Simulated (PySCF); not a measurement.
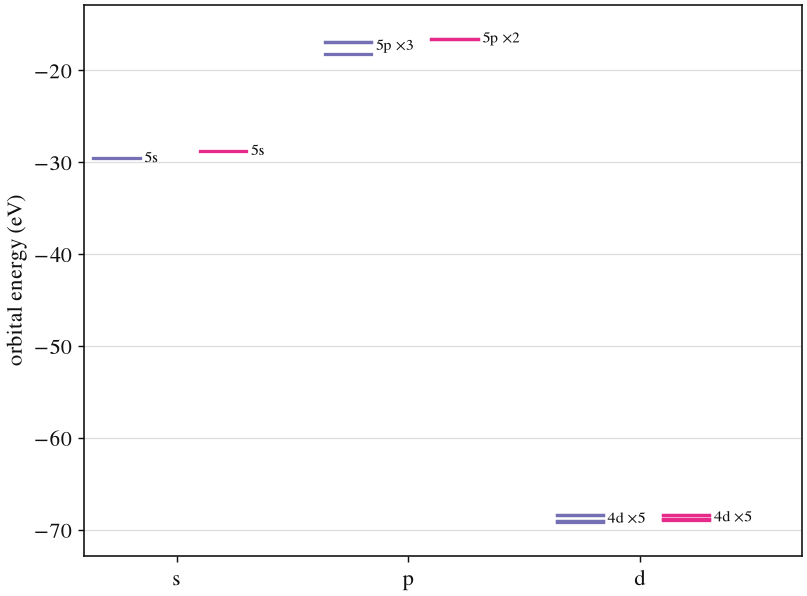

**Figure 1.** Orbital energies of the mean field, from the top down to −69.2 eV, by angular momentum, α spin at the left of each column and β at the right; ×n counts the orbitals under one label. Empty levels that the record names by l alone aren't drawn. The highest filled orbital is 5p β at −16.6 eV, the lowest empty one p β at −16.6 eV.

**Atomic calculation for Xe⁺**

System: Xe⁺, configuration 1s2 2s2 2p6 3s2 3p6 3d10 4s2 4p6 4d10 5s2 5p5, multiplicity 2.
Method: unrestricted PBEsol, aug-cc-pwCVDZ-PP with ECP28, scalar-relativistic core potential (PySCF).

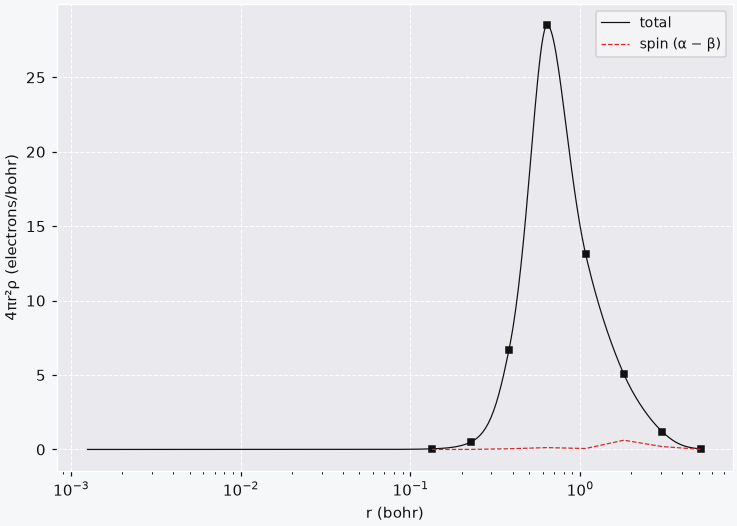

**Figure 2.** Spherically averaged radial density 4πr²ρ of the mean field (valence electrons alone, under a core potential) and its spin part; markers are the stored points, which are sparse, and the line is a monotone interpolation between them. The largest stored value is 28.5 electrons/bohr at r = 0.64 bohr. Root-mean-square radii of the shells: 4s 0.768, 4p 0.823, 4d 0.940, 5s 1.93, 5p 2.34 bohr.

Input and output of the run follow.

## Input
```python
from pyscf import gto, scf, dft, mp, cc
mol = gto.M(atom="Xe 0 0 0", charge=1, spin=1, symmetry="D2h",
            basis="aug-cc-pwCVDZ-PP",
            ecp="aug-cc-pwCVDZ-PP")
mf = dft.UKS(mol, xc="PBEsol")
mf.irrep_nelec = {'Ag': (4, 4), 'B1g': (1, 1), 'B2g': (1, 1), 'B3g': (1, 1), 'B1u': (2, 2), 'B2u': (2, 2), 'B3u': (2, 1)}
mf.kernel()
```

The script is an equivalent of what the driver set up; the driver started from orbitals of its own, so the log can be shorter than this script's would be, and it computed the properties (radii, ⟨L²⟩, response) afterwards. It held the occupations shell by shell, which the script's counts by irreducible representation don't always enforce.

## Output (extracts)
```
damping factor = 0
level_shift factor = 0
DIIS = <class 'pyscf.scf.diis.CDIIS'>
diis_start_cycle = 1
diis_space = 10
diis_damp = 0
SCF conv_tol = 1e-09
SCF conv_tol_grad = None
number electrons alpha = 13  beta = 12
XC functionals = PBEsol
    J. P. Perdew, A. Ruzsinszky, G. I. Csonka, O. A. Vydrov, G. E. Scuseria, L. A. Constantin, X. Zhou, and K. Burke.,  Phys. Rev. Lett. 100, 136406 (2008)
    J. P. Perdew, A. Ruzsinszky, G. I. Csonka, O. A. Vydrov, G. E. Scuseria, L. A. Constantin, X. Zhou, and K. Burke.,  Phys. Rev. Lett. 100, 136406 (2008)
cycle= 1 E= -328.578719402205  delta_E= -0.00793  |g|= 0.0372  |ddm|= 0.882
cycle= 2 E= -328.57895701497  delta_E= -0.000238  |g|= 0.0139  |ddm|= 0.0991
cycle= 3 E= -328.578983358476  delta_E= -2.63e-05  |g|= 0.00174  |ddm|= 0.0229
cycle= 4 E= -328.578984121895  delta_E= -7.63e-07  |g|= 0.000156  |ddm|= 0.00514
cycle= 5 E= -328.578984130163  delta_E= -8.27e-09  |g|= 7.86e-06  |ddm|= 0.0005
cycle= 6 E= -328.578984130198  delta_E= -3.48e-11  |g|= 3.87e-07  |ddm|= 4.01e-05
converged SCF energy = -328.578984130198  <S^2> = 0.75090188  2S+1 = 2.0009017
```

## Summary

```tsv
quantity	value
outcome	converged
total energy (valence electrons, under a core potential)	−328.578984 hartree
⟨S²⟩	0.751
⟨L²⟩	2.01
SCF iterations	6
hardware	1 CPU thread, shared host
CPU time	0.56 s (integrals apart)
```

## Notes

The driver held the occupations shell by shell, and empty p levels lie below the filled 5p.
